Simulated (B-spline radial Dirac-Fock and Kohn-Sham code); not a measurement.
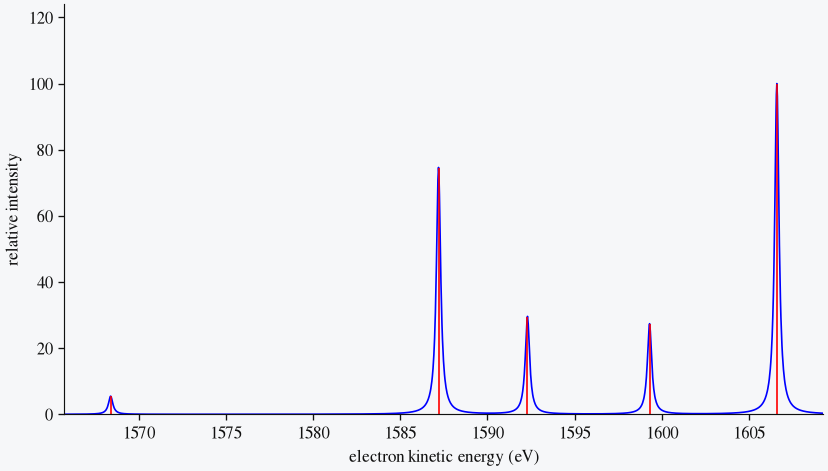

The Auger multiplet of an L3 hole with both final holes in M23, broadened by 0.30 eV full width. Kinetic energies count from the vacuum level; very weak lines are left out. Lines are named by their largest jj component, which in light atoms can differ from the customary names. It refers to Nb⁺ ([Kr] 4d4), inside a Watson sphere of charge −1 and radius 1.6 Å that stands in for a crystal. Computed with a B-spline radial code: Dirac–Fock ΔSCF energies in intermediate coupling of the two holes, Coulomb rates, valence shells as spectators.

Which line is strongest?

Answer. L3-M3M3 J=2 at 1.607 keV, 42 % of the multiplet.

Which of the lines shown has the highest kinetic energy, and why?

Answer. L3-M3M3 J=2 at 1.607 keV: its two-hole final state is the least tightly bound of those shown, so the most energy is left to the electron.

How wide is the L3 level from this decay?

Answer. 0.244 eV from this multiplet.
